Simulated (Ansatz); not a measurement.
| atom | x (Å) | y (Å) | z (Å) |
| --- | --- | --- | --- |
| Si | 0.1477 | 0.0771 | -0.1802 |
| H | 0.1299 | 0.0388 | 1.3056 |
| N | 1.8057 | 0.2207 | -0.8041 |
| H | 2.2563 | -0.6840 | -0.9850 |
| H | 2.4485 | 0.7609 | -0.2119 |
| N | -0.7485 | 1.4119 | -0.8897 |
| H | -1.5778 | 1.6877 | -0.3556 |
| H | -0.1789 | 2.2270 | -1.1395 |
| H | -0.3492 | -1.2677 | -0.6599 |
| O | -2.4720 | 0.0273 | 1.0251 |
| H | -2.6393 | -0.8664 | 0.6650 |
| H | -1.6966 | -0.1335 | 1.6239 |

Not at a stationary point (largest force 0.9 eV/Å).

Theory: RKS revPBE-D4/cc-pVDZ in Ansatz.

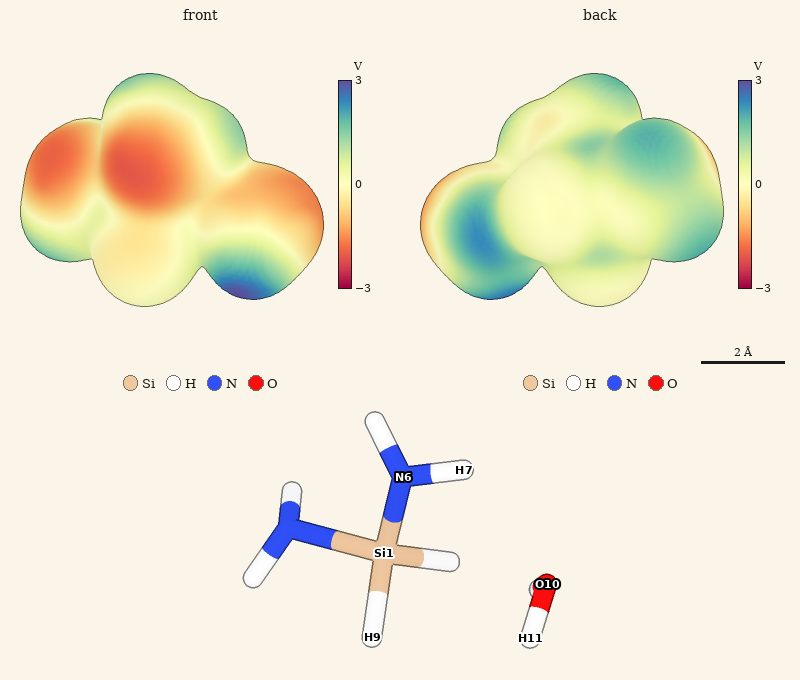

H$_{6}$N$_{2}$Si···H$_{2}$O. The electrostatic potential painted on the density surface at 0.004 e/bohr³, seen from the front and from behind; the colour scale runs from red (negative) to blue (positive). The bare structure is drawn below in the same view.

Which sites attract a positive test charge, and which a negative one?

Answer. A positive charge is drawn to the negative regions and a negative charge to the positive ones. The most negative region (about −2.0 V) lies over N6, the most positive (about +2.9 V) over H11. N6 is the likeliest acceptor of a hydrogen bond.
